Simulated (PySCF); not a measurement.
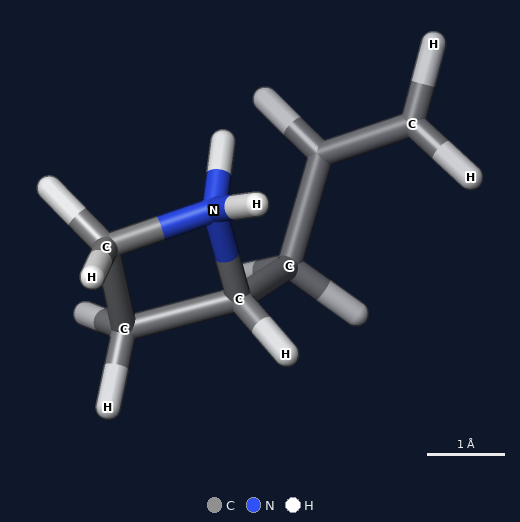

*The structure as given in the input (stick view, seen at a tilt).*

# C6H12N (charge +1): NMR shielding calculation

C6H12N, charge +1, computed with GIAO PBE0/pcSseg-1 NMR shielding, non-relativistic, gas phase (PySCF 2.14.0).

The geometry comes from this level: GFN2-xTB, NEB image 4 of 0 to 8. It belongs to a series of runs on one base structure; here: NEB image 4 of 0 to 8. Figures and captions count atoms from 1; the log counts them from 0 in places.

Output:
```
coarse grid: 15024 points
cycle   1  E = -289.8417563983  dE =  1.135e+00  |g| = 4.074e-01  |ddm| = 3.725e+00
cycle   2  E = -289.8338538432  dE =  7.903e-03  |g| = 4.772e-01  |ddm| = 9.782e-01
cycle   3  E = -289.8877609577  dE = -5.391e-02  |g| = 6.670e-02  |ddm| = 4.285e-01
cycle   4  E = -289.8884498048  dE = -6.888e-04  |g| = 3.358e-02  |ddm| = 6.663e-02
cycle   5  E = -289.8887052143  dE = -2.554e-04  |g| = 9.487e-03  |ddm| = 3.110e-02
cycle   6  E = -289.8887253611  dE = -2.015e-05  |g| = 2.922e-03  |ddm| = 8.732e-03
cycle   7  E = -289.8887272914  dE = -1.930e-06  |g| = 4.126e-04  |ddm| = 2.420e-03
final grid: 142704 points
cycle   8  E = -289.9295970738  dE = -5.177e-05  |g| = 8.702e-03  |ddm| = 3.474e-02
cycle   9  E = -289.9295932383  dE =  3.835e-06  |g| = 9.740e-03  |ddm| = 1.444e-02
cycle  10  E = -289.9296165136  dE = -2.328e-05  |g| = 9.333e-04  |ddm| = 7.830e-03
cycle  11  E = -289.9296166862  dE = -1.726e-07  |g| = 3.572e-04  |ddm| = 9.775e-04
cycle  12  E = -289.9296167163  dE = -3.009e-08  |g| = 9.350e-05  |ddm| = 3.161e-04
cycle  13  E = -289.9296167182  dE = -1.911e-09  |g| = 3.367e-05  |ddm| = 9.354e-05
cycle  14  E = -289.9296167184  dE = -2.603e-10  |g| = 4.749e-06  |ddm| = 2.763e-05
```

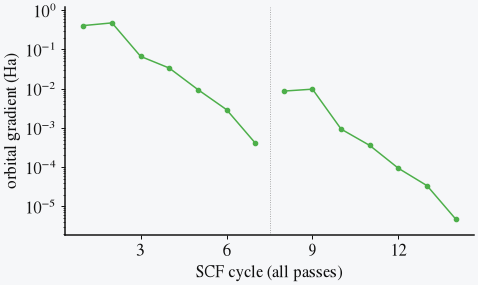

*Convergence of the self-consistent field: orbital gradient against the SCF cycle. The dotted line marks the change from a coarse to the final integration grid.*

The first 7 cycles use a coarse grid, the final grid takes over at cycle 8, and the field converges after 14 cycles in all.

```
converged SCF energy = -289.9296167184

GIAO shielding tensors (ppm)
atom      isotropic    diamagn.    paramagn.     s11        s22        s33       span
  0 C       41.116     253.762    -212.646    -80.818     43.493    160.672    241.490
  1 C       55.481     262.037    -206.556    -66.283     66.231    166.494    232.777
  2 C      149.067     247.321     -98.254    125.937    155.085    166.180     40.243
  3 C      124.898     250.410    -125.512     87.540    122.702    164.451     76.911
  4 C      157.563     252.773     -95.211    137.205    151.493    183.990     46.784
  5 C      141.734     247.370    -105.635    110.207    133.408    181.587     71.380
  6 N      202.715     324.549    -121.834    188.915    198.206    221.024     32.109
  7 H       25.068      28.358      -3.290     21.650     24.617     28.937      7.287
  8 H       25.428      30.579      -5.152     20.925     24.961     30.398      9.473
  9 H       25.360      32.688      -7.328     22.659     25.855     27.566      4.906
 10 H       28.347      30.734      -2.387     24.363     26.417     34.261      9.898
 11 H       28.918      30.601      -1.683     25.115     27.752     33.887      8.773
 12 H       26.900      32.195      -5.296     23.226     26.898     30.575      7.348
 13 H       28.467      29.201      -0.735     24.968     26.143     34.289      9.321
 14 H       29.004      30.730      -1.726     26.074     27.335     33.604      7.530
 15 H       27.190      27.472      -0.282     23.744     25.171     32.655      8.910
 16 H       27.452      27.797      -0.345     23.870     24.728     33.758      9.888
 17 H       25.605      33.277      -7.672     18.949     23.325     34.542     15.593
 18 H       27.440      31.787      -4.347     21.800     23.696     36.825     15.025
```

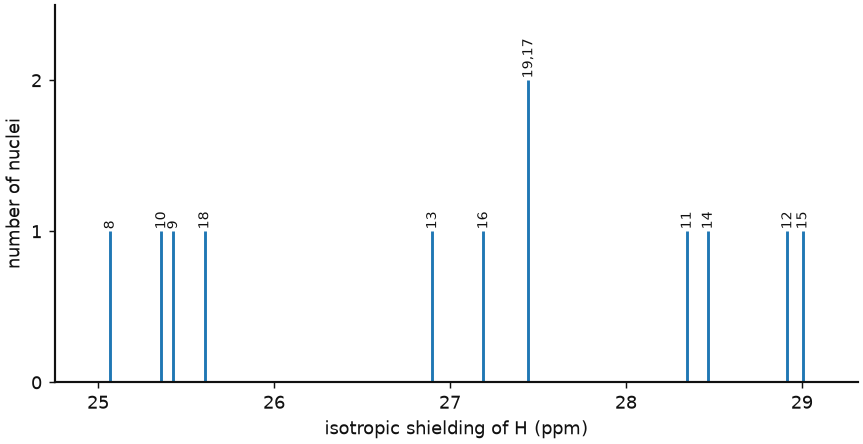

*Isotropic shieldings of the hydrogen nuclei in this fixed geometry, labelled by atom number; shielding grows to the right, so chemical shift grows to the left.*

The least shielded is H8 (25.1 ppm), the most shielded H15 (29.0 ppm).

This output came from the following input.

The input:
```
{"job": {"kind": "nmr", "xc": "PBE0", "basis": "pcSseg-1", "pop": false}, "charge": 1, "multiplicity": 1}
C     -2.506400     0.991500    -0.515300
C     -1.819400     0.151600     0.240000
C     -0.950200    -0.946100    -0.322600
C      0.487600    -0.461400    -0.560700
C      1.622400    -1.076000     0.277600
C      1.989600     0.340900     0.728000
N      0.772600     0.885500     0.058900
H     -3.115500     1.770900    -0.092500
H     -2.505200     0.918600    -1.590600
H     -1.874300     0.215400     1.320300
H     -1.373400    -1.295300    -1.263600
H     -0.943500    -1.789100     0.368300
H      0.720000    -0.430200    -1.625000
H      2.386700    -1.596700    -0.290200
H      1.276100    -1.724600     1.078100
H      2.902600     0.729800     0.280800
H      2.008800     0.521800     1.800500
H     -0.005900     1.139000     0.689000
H      0.917500     1.663600    -0.588400
```

The first line tells a small driver script what to run in PySCF; the rest is the geometry in Å.

Launched with:
```bash
OMP_NUM_THREADS=1 python <driver script> task.json out
```

Summary:

- outcome: converged
- total energy: −289.929617 hartree
- HOMO: −12.06 eV
- LUMO: −4.48 eV
- isotropic shielding, C: 41.1 to 157.6 ppm
- isotropic shielding, N: 202.7 ppm
- isotropic shielding, H: 25.1 to 29.0 ppm
- hardware: 1 CPU thread, shared host
- wall time: 22 s
- peak memory: 0.85 GiB
